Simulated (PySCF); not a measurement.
# C2F3N: a changed input and its effect

System: C2F3N (Acetonitrile, trifluoro-).
Method of the first run: GIAO PBE0/pcSseg-1 NMR shielding, non-relativistic, gas phase (PySCF 2.14.0).

The geometry comes from this level: GFN2-xTB. Text and figures count atoms from 1; the logs count them from 0 in places.

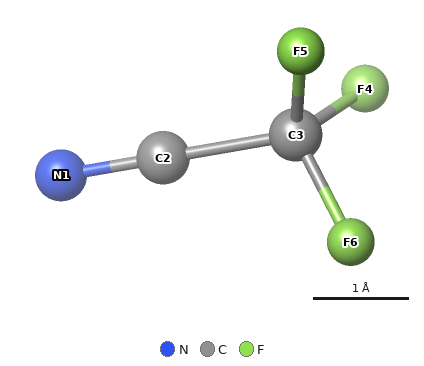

Fig. 1: The structure (ball-and-stick view, seen at a tilt; atoms are numbered from 1 in the order of the input). Bond lengths as drawn: C–C 1.48 Å, C–F 1.34 Å and C–N 1.14 Å.

### Input file, the first run
```
{"job": {"kind": "nmr", "xc": "PBE0", "basis": "pcSseg-1", "pop": false}, "charge": 0, "multiplicity": 1}
N      2.176546    -0.002401    -0.030675
C      1.038164    -0.000355    -0.022184
C     -0.439053     0.002117    -0.011085
F     -0.928316    -0.991039    -0.758148
F     -0.911986    -0.150354     1.228608
F     -0.922865     1.149993    -0.492814
```

The first line tells a small driver script what to run in PySCF; the rest is the geometry in Å.

Command:
```bash
OMP_NUM_THREADS=1 python <driver script> task.json out
```

Hardware: 1 CPU thread, shared host.

### Output (the first run)
```
coarse grid: 6496 points
cycle   1  E = -429.7589936670  dE =  1.091e+00  |g| = 9.925e-01  |ddm| = 2.377e+00
cycle   2  E = -429.3333245032  dE =  4.257e-01  |g| = 1.845e+00  |ddm| = 1.444e+00
cycle   3  E = -429.9214071423  dE = -5.881e-01  |g| = 2.972e-01  |ddm| = 1.061e+00
cycle   4  E = -429.9379152403  dE = -1.651e-02  |g| = 8.184e-02  |ddm| = 2.007e-01
cycle   5  E = -429.9392618210  dE = -1.347e-03  |g| = 1.397e-02  |ddm| = 5.737e-02
cycle   6  E = -429.9392937212  dE = -3.190e-05  |g| = 1.442e-03  |ddm| = 9.044e-03
cycle   7  E = -429.9392941176  dE = -3.964e-07  |g| = 2.854e-04  |ddm| = 1.109e-03
final grid: 68224 points
cycle   8  E = -429.9915862477  dE = -2.740e-05  |g| = 4.682e-03  |ddm| = 1.609e-02
cycle   9  E = -429.9915835531  dE =  2.695e-06  |g| = 6.533e-03  |ddm| = 6.356e-03
cycle  10  E = -429.9915901953  dE = -6.642e-06  |g| = 6.462e-04  |ddm| = 3.290e-03
cycle  11  E = -429.9915902201  dE = -2.477e-08  |g| = 5.583e-04  |ddm| = 6.425e-04
cycle  12  E = -429.9915902836  dE = -6.357e-08  |g| = 9.714e-05  |ddm| = 3.552e-04
cycle  13  E = -429.9915902854  dE = -1.741e-09  |g| = 1.415e-05  |ddm| = 6.408e-05
cycle  14  E = -429.9915902854  dE = -2.285e-11  |g| = 7.155e-06  |ddm| = 9.912e-06
converged SCF energy = -429.9915902854

GIAO shielding tensors (ppm)
atom      isotropic    diamagn.    paramagn.     s11        s22        s33       span
  0 N      -47.063     336.485    -383.548   -213.952   -213.946    286.709    500.662
  1 C       74.339     263.160    -188.821    -35.833    -35.832    294.681    330.514
  2 C       68.005     234.918    -166.912     48.835     77.589     77.592     28.757
  3 F      235.980     470.899    -234.919    151.391    218.234    338.315    186.925
  4 F      235.993     470.982    -234.989    151.419    218.261    338.299    186.880
  5 F      236.005     470.901    -234.896    151.436    218.271    338.307    186.871
```

For the second run the input was changed thus:
```diff
-"xc": "PBE0"
+"xc": "OPBE"
-N      2.176546    -0.002401    -0.030675
-C      1.038164    -0.000355    -0.022184
-C     -0.439053     0.002117    -0.011085
-F     -0.928316    -0.991039    -0.758148
-F     -0.911986    -0.150354     1.228608
-F     -0.922865     1.149993    -0.492814
+N      3.836629     3.260330     2.995159
+C      2.801307     2.945791     2.504828
+C      1.416759     2.712165     2.002797
+F      1.022060     3.685364     1.228670
+F      1.389536     1.614852     1.262482
+F      0.534497     2.524789     2.937258
```

How does the second run compare with the first run?

The total energies belong to different methods, so their difference says nothing on which is more stable or more accurate. The HOMO goes from −11.35 to −9.37 eV. The LUMO goes from −0.88 to −2.18 eV. The dipole moment goes from 1.15 to 1.34 D. Of all shieldings, the largest change is that of C3, by +7.8 ppm. The functional changes from PBE0 to OPBE. The SCF takes 15 iterations against 14.

### Output (the second run)
```
coarse grid: 6496 points
cycle   1  E = -429.9943130680  dE =  1.041e+00  |g| = 9.605e-01  |ddm| = 2.427e+00
cycle   2  E = -429.1888203702  dE =  8.055e-01  |g| = 2.272e+00  |ddm| = 1.746e+00
cycle   3  E = -430.0553870981  dE = -8.666e-01  |g| = 6.606e-01  |ddm| = 1.507e+00
cycle   4  E = -430.1493057273  dE = -9.392e-02  |g| = 6.479e-02  |ddm| = 3.869e-01
cycle   5  E = -430.1501498877  dE = -8.442e-04  |g| = 2.041e-02  |ddm| = 6.267e-02
cycle   6  E = -430.1502323768  dE = -8.249e-05  |g| = 7.049e-03  |ddm| = 1.858e-02
cycle   7  E = -430.1502398677  dE = -7.491e-06  |g| = 2.147e-03  |ddm| = 4.638e-03
final grid: 68224 points
cycle   8  E = -430.2029851888  dE = -1.090e-04  |g| = 2.613e-02  |ddm| = 4.442e-02
cycle   9  E = -430.2028061676  dE =  1.790e-04  |g| = 4.165e-02  |ddm| = 3.527e-02
cycle  10  E = -430.2030350963  dE = -2.289e-04  |g| = 1.346e-02  |ddm| = 2.696e-02
cycle  11  E = -430.2030739861  dE = -3.889e-05  |g| = 2.568e-03  |ddm| = 8.212e-03
cycle  12  E = -430.2030752793  dE = -1.293e-06  |g| = 3.118e-04  |ddm| = 1.488e-03
cycle  13  E = -430.2030752977  dE = -1.838e-08  |g| = 1.208e-04  |ddm| = 2.886e-04
cycle  14  E = -430.2030752999  dE = -2.229e-09  |g| = 3.221e-05  |ddm| = 7.875e-05
cycle  15  E = -430.2030753001  dE = -1.758e-10  |g| = 4.133e-06  |ddm| = 2.166e-05
converged SCF energy = -430.2030753001

GIAO shielding tensors (ppm)
atom      isotropic    diamagn.    paramagn.     s11        s22        s33       span
  0 N      -47.194     332.269    -379.463   -216.175   -209.211    283.805    499.980
  1 C       72.690     256.311    -183.621    -37.447    -35.320    290.836    328.283
  2 C       75.779     235.155    -159.376     56.919     82.882     87.536     30.617
  3 F      238.371     467.389    -229.018    170.173    220.325    324.616    154.443
  4 F      236.680     484.292    -247.612    156.512    217.572    335.955    179.443
  5 F      240.228     468.448    -228.219    178.318    220.338    322.030    143.712
```

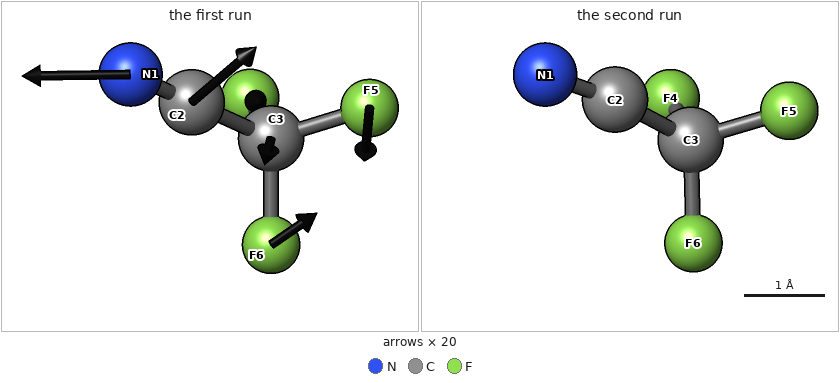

Fig. 2: The two input geometries at one scale (ball-and-stick view, seen at a tilt). The black arrows on the first give the shifts of the atoms after the best rigid fit, magnified 20 times. N1 moves most after the best rigid fit: 0.069 Å. Largest moves by element: N 0.069 Å, C 0.061 Å, F 0.054 Å. Among the contacts that change: N1–C2 1.138 → 1.188 Å, C3–F4 1.336 → 1.305 Å, C2–C3 1.477 → 1.491 Å, C3–F5 1.336 → 1.324 Å.

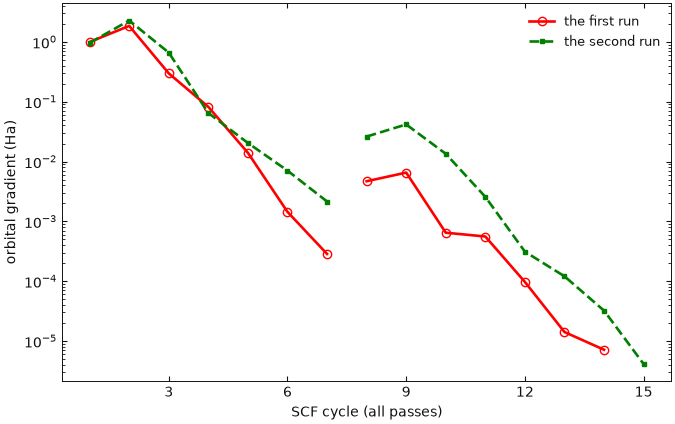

Fig. 3: Convergence of the two runs: orbital gradient against the SCF cycle. A break in a curve parts two SCF passes (coarse and final grid). The first run takes 14 cycles in all, and the second run takes 15.

### The two runs side by side

| quantity | the first run | the second run |
| --- | --- | --- |
| outcome | converged | converged |
| total energy (hartree) | −429.991590 | −430.203075 |
| HOMO (eV) | −11.35 | −9.37 |
| LUMO (eV) | −0.88 | −2.18 |
| dipole moment (D) | 1.15 | 1.34 |
| shielding of N1 (ppm) | −47.1 | −47.2 |
| shielding of C2 (ppm) | 74.3 | 72.7 |
| shielding of C3 (ppm) | 68.0 | 75.8 |
| shielding of F4 (ppm) | 236.0 | 238.4 |
| shielding of F5 (ppm) | 236.0 | 236.7 |
| shielding of F6 (ppm) | 236.0 | 240.2 |
| SCF iterations | 14 | 15 |
| basis functions | 102 | 102 |
| wall time (shared host) | 7.9 s | 11 s |
